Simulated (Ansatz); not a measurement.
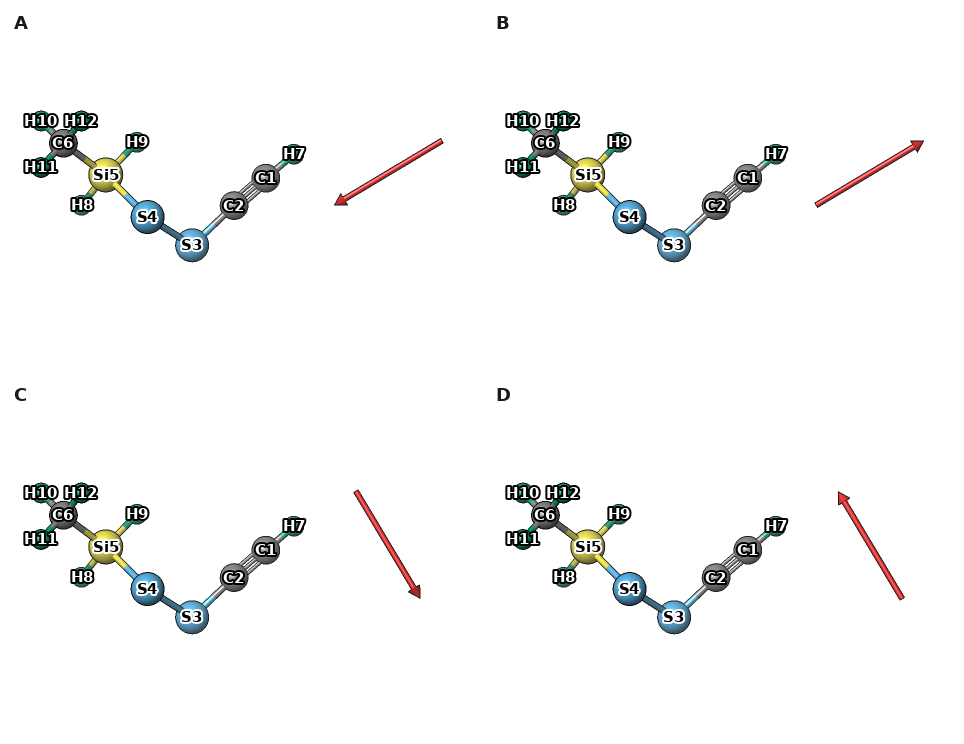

The same molecule four times, each with an arrow. The geometry was computed by an optimisation with PBE-D4/def2-SVP. No frequency run is at hand to confirm it as a minimum. Properties computed with RKS PBE-D4/def2-SVP (Ansatz 0.2.0).

> Which arrow points along the dipole moment, from the negative to the positive end?

D. The dipole moment is 1.94 D; it points from the side of S3 to the side of H10 (the outermost atoms at the two ends).
